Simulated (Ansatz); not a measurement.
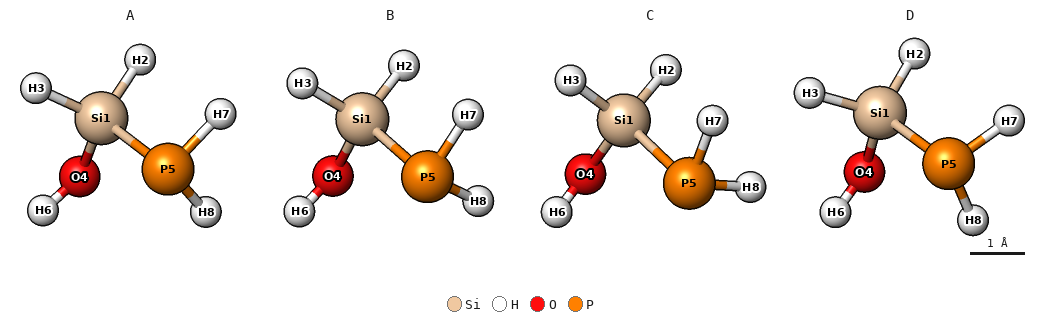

4 geometries from one relaxation of SiPH$_{5}$O, in shuffled order. The picture is a ball-and-stick view, seen from a free direction.

It is one of the separated products of a reaction.

Theory: Ansatz, RKS PBE0-D4/def2-TZVP. Settings: force threshold 0.005 eV/Å; at most 200 steps.

Question: Put them in the order of the run, from the start to the converged end.

Answer: D, A, B, C. They are steps 0, 9, 13, 24, at +13.4 kJ/mol, +7.15 kJ/mol, +2.36 kJ/mol relative to the last. The largest moves after the best rigid fit, 0.98 Å, are those of H7 and H8. By element the largest moves are H 0.98 Å, P 0.45 Å, O 0.36 Å, Si 0.21 Å. Some distances before and after: Si1–O4 1.664 → 1.648 Å, Si1–P5 2.268 → 2.255 Å. Bond angles that change, for instance: H3–Si1–O4 107.0° → 111.9°, H3–Si1–P5 109.8° → 105.9°, H2–Si1–H3 113.0° → 109.6°. Groups turn about Si1–P5 by about 65°. Over 20 accepted moves (24 points after the start) the energy falls by 13.4 kJ/mol. Largest force component: 0.91 eV/Å at the start, 0.0014 eV/Å at the end. The line search rejected the trial steps at points 1, 7, 11, 15 of the run.
